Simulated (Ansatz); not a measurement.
# CsNbS3 (model cell, started as cubic perovskite with Nb in the octahedra): a soft mode frozen in

Wanted: the energy along a soft mode of CsNbS3 (model cell, started as cubic perovskite with Nb in the octahedra) and the structure at the end.

Main program and level: Ansatz 0.2.0; DFT PBEsol, scalar-relativistic, plane waves, PAW; PAW set soft_1.

The structure was built from a prototype and need not be the compound's stable phase.

## Step 1: The starting structure

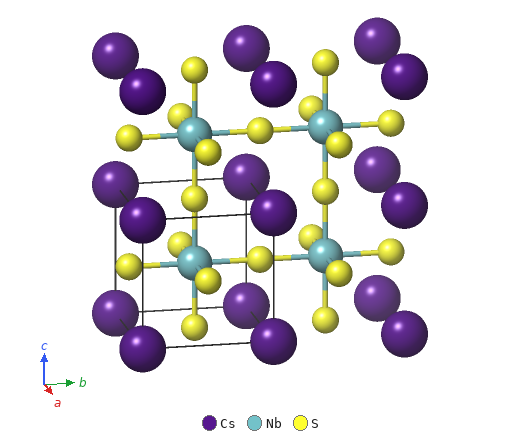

The starting structure, seen slightly off an axis (caesium purple, niobium teal, sulfur yellow). 1×2×2 cells are drawn. Some periodic images of atoms are drawn too.

## Step 2: The dispersion

The cell comes from relaxations at this level that are not shown. Stability and thermal properties need the whole zone. Linear response on a 2×2×2 q mesh gives force constants as far as a supercell of that size would.

input.yaml

```yaml
crystal:
  lattice:
    - [4.8720385137, 0.0, 0.0]
    - [0.0, 4.8720385137, 0.0]
    - [0.0, 0.0, 4.8720385137]
  atoms:
    - { symbol: Cs, position: [0.0, 0.0, 0.0] }
    - { symbol: Nb, position: [0.5, 0.5, 0.5] }
    - { symbol: S, position: [0.5, 0.5, 0.0] }
    - { symbol: S, position: [0.5, 0.0, 0.5] }
    - { symbol: S, position: [0.0, 0.5, 0.5] }
kpoints:
  mp_grid: { grid: [8, 8, 8] }
hamiltonian:
  xc: pbesol
  pseudopotentials: { kind: paw, azcp: { folder: soft_1 }, xc_functional: pbe }
scf:
  occupations: { method: methfessel_paxton, width: 0.2 }
output:
  eigenvalues: true
phonons:
  method: dfpt
  qmesh: [2, 2, 2]
  temperatures: { t_max: 1000, t_step: 50 }
  qpath:
    path:
      - [[0.0, 0.0, 0.0], [0.0, 0.5, 0.0], [0.5, 0.5, 0.0], [0.0, 0.0, 0.0], [0.5, 0.5, 0.5], [0.0, 0.5, 0.0]]
      - [[0.5, 0.5, 0.5], [0.5, 0.5, 0.0]]
    npoints: 10
```

Started as:

```console
> ansatz run input.yaml --threads 4 --pin off --max-ram 16384MiB --backend cpu --events-out ev --progress --plain --runs-dir out
```

Numbers of over 12 decimals in the logs are rounded to 6 here.

The program printed:

```text
Engine: ansatz 0.2.0, aarch64-unknown-linux-gnu
Pseudopotentials: kind: paw
Pseudopotential: Cs, paw, valence charge 9, recommended cutoff 420 eV (normal), soft_1/Cs.paw.azcp
Pseudopotential: Nb, paw, valence charge 13, recommended cutoff 420 eV (normal), soft_1/Nb.paw.azcp
Pseudopotential: S, paw, valence charge 6, recommended cutoff 420 eV (normal), soft_1/S.paw.azcp
Functional definition: PBEsol
  exchange = pbesol_x
  correlation = pbesol_c
Crystal: 5 atoms, lattice volume = 115.646 Å³
Basis set: ecut = 420 eV, 2301 PW (Γ), exchange–correlation on 72×72×72 points (8 copies of the dense FFT grid, shifted against one another)
Bands: 25, of which v1, the nominal top of the filled ones, is band 20 counted from 1 (19 counted from 0)
Symmetry: 48 space group operations
k-points: 35 of 512
Non-local potential: Cs, projectors of the file, l = 0: 3, l = 1: 2, l = 2: 2, l = 3: 2
Non-local potential: Nb, projectors of the file, l = 0: 3, l = 1: 2, l = 2: 2, l = 3: 1
Non-local potential: S, projectors of the file, l = 0: 2, l = 1: 2, l = 2: 1
PAW form: soft (Blöchl's): semilocal exchange-correlation on the pseudo side does not see the compensation charge
PAW frozen core: Cs, regenerated for the run's functional, and the local potential with it (the file was generated under x = pbe(κ = 0.804, μ = 0.219515), c = pbe(β = 0.066725))
PAW frozen core: Nb, regenerated for the run's functional, and the local potential with it (the file was generated under x = pbe(κ = 0.804, μ = 0.219515), c = pbe(β = 0.066725))
PAW frozen core: S, regenerated for the run's functional, and the local potential with it (the file was generated under x = pbe(κ = 0.804, μ = 0.219515), c = pbe(β = 0.066725))
PAW one-centre angular grid: Cs, 194 points (default); XC on 64 Gauss nodes
PAW one-centre angular grid: Nb, 590 points (default); XC on 64 Gauss nodes
PAW one-centre angular grid: S, 110 points (default); XC on 64 Gauss nodes
Initial density: superposition of atomic densities (chi_scale 0.1, normalization cell, long waves kept (reshape's long-wave potential 0.00 eV rms))
Initial wavefunctions: pseudopotential atomic-orbital guess
Functional: x = pbesol(κ = 0.804, μ = 0.123457), c = pbesol(β = 0.046)
SCF iter   1: F=—  HF=-12743.059754 eV  |F-HF|=—  |Δ(HF+E_count)|=         —  Δρ=5.65e-2  dr2=8.32e0  ethr=3.10e-3  ⟨swp⟩=6.6  Hψ=4589  notcnv=0
preconditioner: auto → Resta (q_TF=auto, 2.286 Å⁻¹)  ε∞=5.4  [insulator: Δε(μ)=0.469 eV  Ē_g=8.971 eV  σ=0.200 eV  W_gap=1.03  n_scr=26 (ndim 8)  ℏωp=18.9 eV  f_vac=0.001  D(μ)=-0.01/eV (n_scr^D=0)  ε∞_Penn≈5.4]
SCF iter   2: F=—  HF=-12741.404103 eV  |F-HF|=—  |Δ(HF+E_count)|=    1.66e0  S|Δr|=    0.00e0  Δρ=2.50e-2  dr2=1.02e0  ethr=3.10e-3  ⟨swp⟩=8.9  Hψ=8278  notcnv=0  defer=1
automatic band count: the SCF goes on with 30 bands, as 25 were too few: they end inside the smearing window of the response
preconditioner: auto → Kerker (q_TF=auto, 2.286 Å⁻¹)  [metal: Δε(μ)=0.005 eV  Ē_g=9.908 eV  σ=0.200 eV  W_gap=0.02  n_scr=26 (ndim 8)  ℏωp=18.9 eV  f_vac=0.001  D(μ)=4.02/eV (n_scr^D=26)]
SCF iter   3: F=—  HF=-12741.259071 eV  |F-HF|=—  |Δ(HF+E_count)|=   1.45e-1  S|Δr|=    0.00e0  Δρ=1.28e-2  dr2=2.90e-1  ethr=2.55e-3  ⟨swp⟩=2.0  Hψ=1480  notcnv=0  defer=14
SCF iter   4: F=—  HF=-12741.176832 eV  |F-HF|=—  |Δ(HF+E_count)|=   8.22e-2  S|Δr|=    0.00e0  Δρ=7.83e-3  dr2=1.56e-1  ethr=7.25e-4  ⟨swp⟩=2.0  Hψ=1480  notcnv=0  defer=14
SCF iter   5: F=—  HF=-12741.157256 eV  |F-HF|=—  |Δ(HF+E_count)|=   1.96e-2  S|Δr|=    0.00e0  Δρ=4.02e-3  dr2=5.02e-2  ethr=3.89e-4  ⟨swp⟩=2.3  Hψ=1675  notcnv=0  defer=137
SCF iter   6: F=—  HF=-12741.152553 eV  |F-HF|=—  |Δ(HF+E_count)|=   4.70e-3  S|Δr|=    0.00e0  Δρ=2.74e-3  dr2=2.23e-2  ethr=1.25e-4  ⟨swp⟩=1.0  Hψ=929  notcnv=0  defer=138
SCF iter   7: F=—  HF=-12741.149604 eV  |F-HF|=—  |Δ(HF+E_count)|=   2.95e-3  S|Δr|=    0.00e0  Δρ=1.07e-3  dr2=3.33e-3  ethr=5.57e-5  ⟨swp⟩=1.1  Hψ=913  notcnv=0  defer=138
SCF iter   8: F=—  HF=-12741.149158 eV  |F-HF|=—  |Δ(HF+E_count)|=   4.47e-4  S|Δr|=    0.00e0  Δρ=1.04e-4  dr2=3.14e-5  ethr=8.33e-6  ⟨swp⟩=1.6  Hψ=932  notcnv=0  defer=138
SCF iter   9: F=—  HF=-12741.149166 eV  |F-HF|=—  |Δ(HF+E_count)|=   8.40e-6  S|Δr|=    0.00e0  Δρ=1.68e-5  dr2=4.73e-7  ethr=7.85e-8  ⟨swp⟩=2.7  Hψ=1441  notcnv=0  defer=138
SCF iter  10: F=—  HF=-12741.149165 eV  |F-HF|=—  |Δ(HF+E_count)|=   9.70e-7  S|Δr|=    0.00e0  Δρ=8.56e-6  dr2=2.27e-7  ethr=1.18e-9  ⟨swp⟩=2.4  Hψ=1613  notcnv=0  defer=138
[...]
SCF 1 converged in 14 iterations: F = -12741.149165 eV  dr2 = 1.57e-12
  greatest PAW one-centre occupation: 0.998 electrons in one spin orbital (limit 2), on the Nb atom at site 1 (counted from 0), in its partial waves of l = 0
Initial density: read from a saved state, or passed on in memory by an earlier SCF of this step, an earlier step, the calling program or the single point that the run made first
[...]
SCF iter   1: F=—  HF=-12741.149165 eV  |F-HF|=—  |Δ(HF+E_count)|=         —  Δρ=2.40e-6  dr2=3.79e-9  ethr=1.28e-6  ⟨swp⟩=3.3  Hψ=6937  notcnv=0
eigensolver tolerance schedule: the retry pair's looser diagonalisation over-reported the residual by 134870.47 of it (diagonalisation noise at an unbounded share of the residual, at the tolerance the schedule requests for it); recorded, not acted on — ethr = c·dr2/N_el stays at c = 1.0e-1
preconditioner: auto → Kerker (q_TF=auto, 2.286 Å⁻¹)  [metal: Δε(μ)=0.092 eV  Ē_g=7.780 eV  σ=0.200 eV  W_gap=0.38  n_scr=26 (ndim 8)  ℏωp=18.9 eV  f_vac=0.001  D(μ)=2.19/eV (n_scr^D=18)]
SCF iter   2: F=—  HF=-12741.149165 eV  |F-HF|=—  |Δ(HF+E_count)|=   4.60e-7  S|Δr|=    0.00e0  Δρ=1.12e-6  dr2=7.10e-10  ethr=9.48e-12  ⟨swp⟩=4.2  Hψ=2586  notcnv=0
SCF iter   3: F=—  HF=-12741.149165 eV  |F-HF|=—  |Δ(HF+E_count)|=  7.28e-11  S|Δr|=    0.00e0  Δρ=7.59e-7  dr2=3.35e-10  ethr=1.77e-12  ⟨swp⟩=1.0  Hψ=875  notcnv=0
SCF iter   4: F=—  HF=-12741.149165 eV  |F-HF|=—  |Δ(HF+E_count)|=  5.28e-11  S|Δr|=    0.00e0  Δρ=3.65e-7  dr2=8.76e-11  ethr=1.00e-12  ⟨swp⟩=1.0  Hψ=888  notcnv=0
SCF iter   5: F=—  HF=-12741.149165 eV  |F-HF|=—  |Δ(HF+E_count)|=  5.46e-12  S|Δr|=    0.00e0  Δρ=2.98e-7  dr2=5.91e-11  ethr=1.00e-12  ⟨swp⟩=1.0  Hψ=875  notcnv=0
SCF iter   6: F=—  HF=-12741.149165 eV  |F-HF|=—  |Δ(HF+E_count)|=    0.00e0  S|Δr|=    0.00e0  Δρ=2.59e-7  dr2=4.44e-11  ethr=1.00e-12  ⟨swp⟩=1.0  Hψ=875  notcnv=0
SCF iter   7: F=—  HF=-12741.149165 eV  |F-HF|=—  |Δ(HF+E_count)|=  3.64e-12  S|Δr|=    0.00e0  Δρ=1.88e-7  dr2=2.39e-11  ethr=1.00e-12  ⟨swp⟩=1.0  Hψ=875  notcnv=0
SCF iter   8: F=—  HF=-12741.149165 eV  |F-HF|=—  |Δ(HF+E_count)|=  1.82e-12  S|Δr|=    0.00e0  Δρ=2.22e-7  dr2=3.32e-11  ethr=1.00e-12  ⟨swp⟩=1.0  Hψ=875  notcnv=0
SCF iter   9: F=—  HF=-12741.149165 eV  |F-HF|=—  |Δ(HF+E_count)|=  1.82e-12  S|Δr|=    0.00e0  Δρ=2.07e-7  dr2=2.86e-11  ethr=1.00e-12  ⟨swp⟩=1.0  Hψ=875  notcnv=0
SCF iter  10: F=-12741.149165 eV  HF=-12741.149165 eV  |F-HF|=3.64e-12  |Δ(HF+E_count)|=  5.46e-12  S|Δr|=    0.00e0  Δρ=1.04e-8  dr2=1.46e-13  ethr=1.00e-12  ⟨swp⟩=2.4  Hψ=2383  notcnv=0
SCF 2 converged in 10 iterations: F = -12741.149165 eV  dr2 = 1.46e-13
phonons: the bands overlap, so this run is a metal and interpolates without the dipole-dipole term. If the crystal is really an insulator or semiconductor, its LO-TO splitting is missing
NSCF: frozen V_eff on 35 k-points
WARN: eigensolver did not converge in 3 slots of this pass, the one above among them; of largest residual over every band (k=12): 1 band(s) unlocked (lowest unlocked band 29, counted from 0; max residual 1.72e-4 eV among the unlocked bands, 1.72e-4 eV over every band); of lowest unlocked band (k=11): band 29
NSCF: frozen V_eff on 125 k-points
DFPT response loops at q = (0, 0, 0) (fractional): preconditioner auto → Kerker (q_TF=auto, 2.286 Å⁻¹) (partly filled bands, converged f_vac=0.001); β = 1.00, the filter's whole step (`scf.mixing.beta` (0.50) is not read by the response loops under this deck's `scf.mixing.preconditioner`; to damp them name `kerker` or `kerker_dos`, under which they read `scf.mixing.beta`, and type it under 1.00, their step now; both keys bind the ground state too); Broyden in place of MSR1
NSCF: frozen V_eff on 250 k-points
DFPT response loops at q = (0, 0, -0.5) (fractional): mixed as the last ones told, above
NSCF: frozen V_eff on 250 k-points
DFPT response loops at q = (0, -0.5, -0.5) (fractional): mixed as the last ones told, above
NSCF: frozen V_eff on 250 k-points
DFPT response loops at q = (-0.5, -0.5, -0.5) (fractional): mixed as the last ones told, above
SCF converged after 14 iterations
Stability not checked: this state was not tested for a lower state beside it, because cold or Methfessel-Paxton smearing, or corrected tetrahedra, fill the levels in a way that the test cannot read (fill_not_monotonic; see scf.lower_state_search)
Free energy (F): -12741.149165 eV
Harris-Foulkes:  -12741.149165 eV  (|F-HF|=0.00e0)
Internal energy: -12741.148876 eV  (E = F + TS)
E sigma→0 (E₀):  -12741.149093 eV
Entropy (-TS):   -0.000289 eV (-0.058 meV/atom)
Fermi energy:    7.901287 eV
Step filling:    the computed levels leave a gap of 0.0919 eV = 0.5 smearing widths at the electron count; against every level under it full and every level over it empty, smearing changes F+E_penalty+E_count by +3.270 meV and its σ→0 estimate by +3.342 meV
--- Per-component energies (eV) ---
  E_band       = -187.656120
  E_kinetic    = 834.133666
  E_local      = -1699.134707  (includes V_loc(G=0)·N_el)
  E_nonlocal   = 221.419848
  E_hartree    = 598.598470
  E_xc         = -607.853326
  E_vxc        = -586.804822  (∫ρ·V_xc dr)
  E_paw        = -9779.256268  (= ΣΔE_a)
  E_vpaw       = -154.467118  (= ΣTr[D̂ρ^β])
  E_aug_tail   = 0.000035  (compensation charges beyond the density's cutoff)
  E_ewald      = -2309.575314
  E_core_change = 0.518722  (= ΣΔE_core)
  E_smearing   = -0.000289  (= −TS)
  E_closure    = -0.000000  (closes the sum)
  Σ components = -12741.149165   (vs F -12741.149165, Δ=0.00e0)
--- Band table (eV; the first three rows and the last of 35) ---
  k-point 0: bands = [... 16 lower, 6.6767, 7.2164, 7.2164, 7.2164, 7.6543, 7.6543, 7.6543, 9.3113, ... 6 higher]
  k-point 1: bands = [... 16 lower, 6.5710, 7.1198, 7.2270, 7.2997, 7.2997, 8.0762, 8.0762, 9.3262, ... 6 higher]
  k-point 2: bands = [... 16 lower, 6.3414, 6.4022, 7.2188, 7.2188, 7.2531, 8.8813, 8.8813, 9.3530, ... 6 higher]
  k-point 34: bands = [... 16 lower, 4.6878, 8.0175, 8.0175, 8.0175, 10.4746, 10.4746, 10.4746, 13.2119, ... 6 higher]
--- Phonons (Γ-DFPT): 4 representative perturbations + reference (Σ response iterations 13) ---
  ASR residual: 2.571e-5 → 0.000e0 eV/Å²; symmetrization residual: 4.512e-6 eV/Å²
  ASR residual per site (eV/Å²): 2.57e-5 2.33e-5 8.76e-6 8.76e-6 8.76e-6
  Γ frequencies (cm⁻¹): 0.00 0.00 0.00 60.52 60.52 60.52 114.61 114.61 114.61 158.94 158.94 158.94 288.43 288.43 288.43
--- Phonons (arbitrary-q DFPT): 4 irreducible q on the 2×2×2 mesh ---
  q = [0.0000, 0.0000, 0.0000] (star 1, of the zone-centre solve; hermiticity 1.27e-6, symmetrization 8.02e-13): 0.00 0.00 0.00 60.52 60.52 60.52 114.61 114.61 114.61 158.94 158.94 158.94 288.43 288.43 288.43
  q = [0.0000, 0.0000, -0.5000] (star 3, 9 solved perturbations in 975 linear systems a pass and spin channel, the states on 125 of 512 k-point pairs; hermiticity 5.54e-7, symmetrization 1.21e-13): 25.38 25.38 72.74 72.74 80.13 124.95 124.95 159.33 176.74 178.02 178.02 233.36 277.57 277.57 380.51
  q = [0.0000, -0.5000, -0.5000] (star 3, 9 solved perturbations in 975 linear systems a pass and spin channel, the states on 125 of 512 k-point pairs; hermiticity 9.36e-7, symmetrization 3.84e-14): -37.10 70.96 70.96 77.79 84.22 105.44 169.11 169.11 172.70 172.70 221.73 223.37 223.37 262.02 417.41
  q = [-0.5000, -0.5000, -0.5000] (star 1, 4 solved perturbations in 350 linear systems a pass and spin channel, the states on 125 of 512 k-point pairs; hermiticity 2.14e-7, symmetrization 8.64e-13): -204.84 -204.84 74.52 74.52 74.52 98.05 98.05 98.05 212.36 212.36 212.36 219.52 219.52 219.52 444.65
  sum rule: each row above includes the acoustic sum rule's correction from the zone centre's row sums; it moved no ω² by more than (0.27 cm⁻¹)²
  mesh force constants: q→R imaginary residual 5.72e-18; ASR residual 2.571e-5 → 0.000e0 eV/Å²; symmetrization residual 4.441e-15 eV/Å²
  interpolated dispersion: 62 rows × 15 modes
  density of states and harmonic sums: on the 14×14×14 q-mesh, interpolated from the force constants of a 2×2×2 supercell (no non-analytic term)
  largest difference from the sums on the solved wave vectors: F 9.49e-2 eV, S 1.56e-4 and C_V 6.28e-5 eV/K
  zero-point energy: 0.147919 eV/cell   skipped modes (ω ≤ 0): 50, of them read as no rigid motion or as one in doubt: 47 (2.846e-1 modes/cell left out, lowest -204.84 cm⁻¹)   left out of the sums: 1.90e-2 of the cell's modes: C_V's classical limit lies that fraction below 3 k_B per atom; for a crystal, a wire or a layer, F and S can be off by more, and a phonons.interpolated_qmesh denser along its periods is the remedy for the sampling
```

Run time: 3.1 min. Hardware: 4 threads of Arm Neoverse V2, shared host; peak memory 1.3 GiB; 12 min of CPU time.

The column dr2 measures how far the density is from self-consistency, as an energy; F and HF (Harris–Foulkes) agree once it is small.

Numbers from this step:

```
volume per atom                                         : 23.13 Å³
gap on the k-mesh                                       : 0 eV
sum-rule residual before enforcement                    : 2.57e-5 eV/Å²
lowest frequency on the path                            : -204.8 cm⁻¹
point group                                             : m-3m
highest frequency on the path or at a solved wavevector : 444.6 cm⁻¹
highest optical mode at the zone centre (no LO-TO term) : 288.4 cm⁻¹
lowest optical zone-centre mode                         : 60.52 cm⁻¹
lowest mode on the q mesh (acoustic modes at Γ apart)   : -204.8 cm⁻¹
```

Frequencies (cm⁻¹) solved at each irreducible wavevector; negative means imaginary. Frequencies by wavevector, by row:

```
q in reciprocal lattice units  star  mode 1  mode 2  mode 3  mode 4  mode 13  mode 14  mode 15
                        0 0 0     1       0       0       0    60.5    288.4    288.4    288.4
                     0 0 -0.5     3    25.4    25.4    72.7    72.7    277.6    277.6    380.5
                  0 -0.5 -0.5     3   -37.1      71      71    77.8    223.4      262    417.4
               -0.5 -0.5 -0.5     1  -204.8  -204.8    74.5    74.5    219.5    219.5    444.6
```

Interpolated from a 2×2×2 q mesh. The phonon branches at the labelled points (cm⁻¹):

```csv
point,branch 1,branch 2,branch 3,branch 4,branch 12,branch 13,branch 14,branch 15
Γ,0,0,0,60,159,288,288,288
X,25,25,73,73,233,278,278,380
M,-37,71,71,78,223,223,262,417
Γ,0,0,0,60,159,288,288,288
R,-205,-205,74,74,220,220,220,445
X,25,25,73,73,233,278,278,380
jump to R,-205,-205,74,74,220,220,220,445
M,-37,71,71,78,223,223,262,417
```

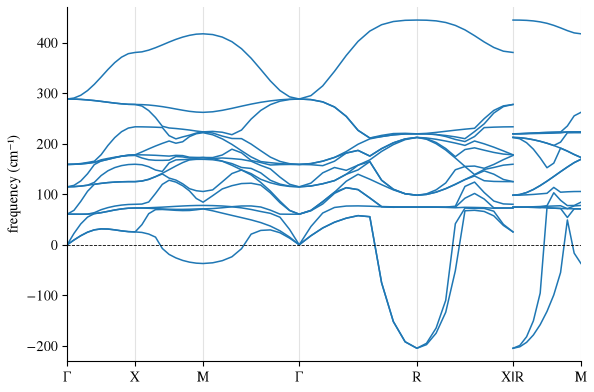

Phonon branches along the path.

Symmetry leaves 4 wavevectors to solve. The lowest mode among them, the acoustic zeros apart, lies at q = (-0.5, -0.5, -0.5) and is imaginary, 204.8i cm⁻¹, so the energy falls along it.

[end of part 1 of 2]

[Logs are printed without paths, hosts, clocks, repeated set-up lines and the standing remarks that a program may print on its own settings, such as how far it seeks lower states.]

[Hosts, paths, dates, database ids (printed as entryN), source tags and the programs' standing remarks are cut or masked in the printed files.]
